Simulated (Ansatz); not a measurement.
# UB3LYP/STO-3G run of BSiH4 (SMILES B[SiH2])

What is the energy change on altering one bond length of BSiH4 at UB3LYP/STO-3G? 

The calculation is run with Ansatz 0.2.0.

43 further runs of the same task are left out: 43 set aside as unsound or not needed.

### Step 1. The system as given

BSiH4 has 6 atoms, charge 0, and is taken as a doublet. SMILES: `B[SiH2]`. Geometry: relaxed at GFN2-xTB.

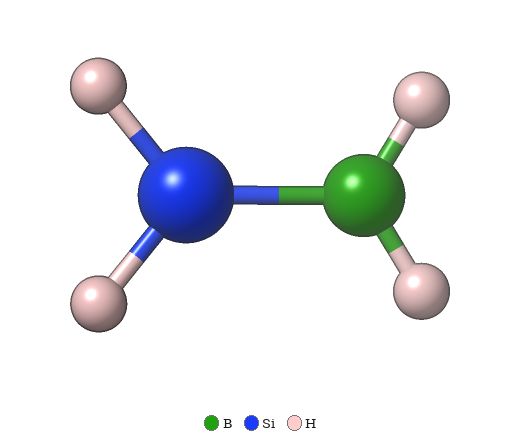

Viewed from a chosen angle; boron green, silicon blue, hydrogen pink.

### Step 2. The energy at UB3LYP/STO-3G

File input.yaml:

```yaml
crystal:
  periodic: [false, false, false]
  atoms:
    - {symbol: B, position_ang: [-0.003690, -1.037180, 0.114670]}
    - {symbol: Si, position_ang: [0.004430, 0.829590, -0.091960]}
    - {symbol: H, position_ang: [-0.730970, -1.564260, 0.876300]}
    - {symbol: H, position_ang: [0.717450, -1.725110, -0.512520]}
    - {symbol: H, position_ang: [0.828120, 1.658960, -0.988060]}
    - {symbol: H, position_ang: [-0.815330, 1.838000, 0.601560]}
basis:
  gaussian:
    orbitals: STO-3G
magnetization:
  spin_polarized: true
  initial_magnetization: 1
hamiltonian:
  xc: {name: B3LYP}
accuracy: high
```

Launch:

```
$ ansatz run input.yaml --threads 1 --pin off --max-ram 2610MiB --events-out events.jsonl --progress --plain --runs-dir runs
```

Log:

```text
Warning: RAYON_NUM_THREADS=1 ignored (pool sized by the plan → 1); use --threads N
Functional definition: B3LYP
  name "B3LYP"
  parameter a0 = 0.2
  parameter ax = 0.72
  parameter ac = 0.81
  exchange = (1 - a0 - ax)*slater_x + ax*b88_x + a0*exact_x
  correlation = (1 - ac)*vwn_rpa_c + ac*lyp_c
310 factors; integrals over basis functions are off by at most 2.6e-8 eV
mean field evaluation 1: about -8515.7757 eV, gradient 1.2e1 eV
mean field evaluation 2: about -8516.0698 eV, gradient 1.1e1 eV
mean field evaluation 4: about -8517.0510 eV, gradient 5.1e-1 eV
mean field evaluation 8: about -8516.9960 eV, gradient 5.0e-3 eV
mean field evaluation 16: about -8516.9960 eV, gradient 1.6e-7 eV
mean field -8516.99595416 eV, -312.9938282882 hartree, gradient 4.2e-8 eV, S^2 0.751710; 0 other end points of the search recorded, 0 dependent functions left out
reference -8516.99598174 eV, -312.9938293018 hartree; 12, 11 occupied and 6, 7 virtual orbitals, 310 factors
Total energy: -8516.99598174 eV, -312.9938293018 hartree
```

It took 3.3 s on 1 thread of Intel Xeon Platinum 8259CL at 2.50GHz (Skylake/Cascade Lake), shared host; peak memory 0.15 GiB.

### Step 3. The distorted shape at the same level

File molecule.yaml:

```yaml
crystal:
  periodic: [false, false, false]
  atoms:
    - symbol: B
      position_ang: [0.178101, -0.905431, -0.075707]
    - symbol: Si
      position_ang: [0.186221, 0.961339, -0.282337]
    - symbol: H
      position_ang: [-0.730970, -1.564260, 0.876300]
    - symbol: H
      position_ang: [0.899241, -1.593361, -0.702897]
    - symbol: H
      position_ang: [1.009911, 1.790709, -1.178437]
    - symbol: H
      position_ang: [-0.633539, 1.969749, 0.411183]
basis:
  gaussian:
    orbitals: STO-3G
magnetization:
  spin_polarized: true
  initial_magnetization: 1
hamiltonian:
  xc: {name: B3LYP}
accuracy: high
```

Launch:

```
$ ansatz run molecule.yaml --threads 1 --pin off --max-ram 2610MiB --events-out events.jsonl --progress --plain --runs-dir runs
```

Log:

```text
Warning: RAYON_NUM_THREADS=1 ignored (pool sized by the plan → 1); use --threads N
Functional definition: B3LYP
  name "B3LYP"
  parameter a0 = 0.2
  parameter ax = 0.72
  parameter ac = 0.81
  exchange = (1 - a0 - ax)*slater_x + ax*b88_x + a0*exact_x
  correlation = (1 - ac)*vwn_rpa_c + ac*lyp_c
309 factors; integrals over basis functions are off by at most 2.6e-8 eV
mean field evaluation 1: about -8514.9205 eV, gradient 1.1e1 eV
mean field evaluation 2: about -8515.3302 eV, gradient 9.8e0 eV
mean field evaluation 4: about -8516.1197 eV, gradient 6.0e-1 eV
mean field evaluation 8: about -8516.0491 eV, gradient 5.9e-3 eV
mean field evaluation 16: about -8516.0491 eV, gradient 1.3e-6 eV
mean field -8516.04912849 eV, -312.9590330867 hartree, gradient 8.2e-8 eV, S^2 0.752024; 0 other end points of the search recorded, 0 dependent functions left out
reference -8516.04915647 eV, -312.9590341150 hartree; 12, 11 occupied and 6, 7 virtual orbitals, 309 factors
Total energy: -8516.04915647 eV, -312.9590341150 hartree
```

Run time: 3.3 s. Hardware: 1 thread of Intel Xeon Platinum 8259CL at 2.50GHz (Skylake/Cascade Lake), shared host; peak memory 0.15 GiB.

### Step 4. Outcome

Level: UB3LYP/STO-3G.

| quantity | value |
| --- | --- |
| first shape: total energy | -312.99383 Eh |
| first shape: ⟨S²⟩ | 0.752 |
| distorted shape: total energy | -312.95903 Eh |
| distorted shape: ⟨S²⟩ | 0.752 |
| energy change with the B1–H3 bond stretched from 1.178 to 1.472 Å | 0.947 eV |

In words: With the B1–H3 bond stretched from 1.178 to 1.472 Å the energy rises by 0.95 eV (91.4 kJ/mol). The first shape isn't relaxed at this level, so the change isn't measured from a minimum. The minimal basis adds a large error of its own.
